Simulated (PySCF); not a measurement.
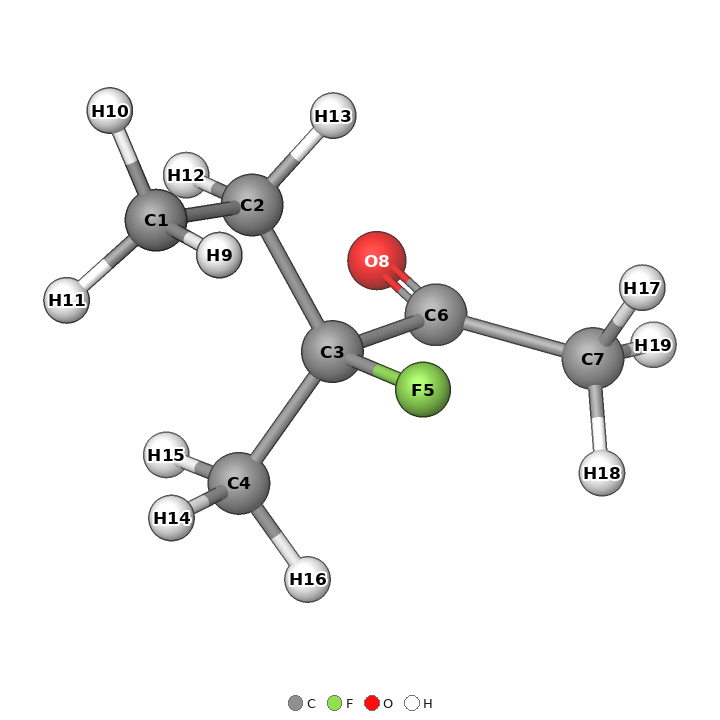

The species has charge +1 and is a spin doublet. Computed geometry: GFN2-xTB optimisation. No frequency run is at hand to confirm it as a minimum. Properties computed with UKS B3LYP, pcH-1 on C F H O, non-relativistic (PySCF 2.14.0).

Give the isotropic hyperfine couplings (Fermi-contact term alone) of C1, C2, C3, C4, F5, C6, C7, O8, H9, H10, H11, H12, H13, H14, H15, H16, H17, H18, H19.

```tsv
atom	isotope	a_iso (MHz)
C1	13C	2.7
C2	13C	−7.2
C3	13C	5.1
C4	13C	−2.3
F5	19F	38.9
C6	13C	−48.6
C7	13C	45.4
O8	17O	−27.4
H9	1H	4.5
H10	1H	28.8
H11	1H	3.2
H12	1H	10.6
H13	1H	20.0
H14	1H	60.3
H15	1H	−1.3
H16	1H	19.2
H17	1H	−7.4
H18	1H	−9.6
H19	1H	13.5
```
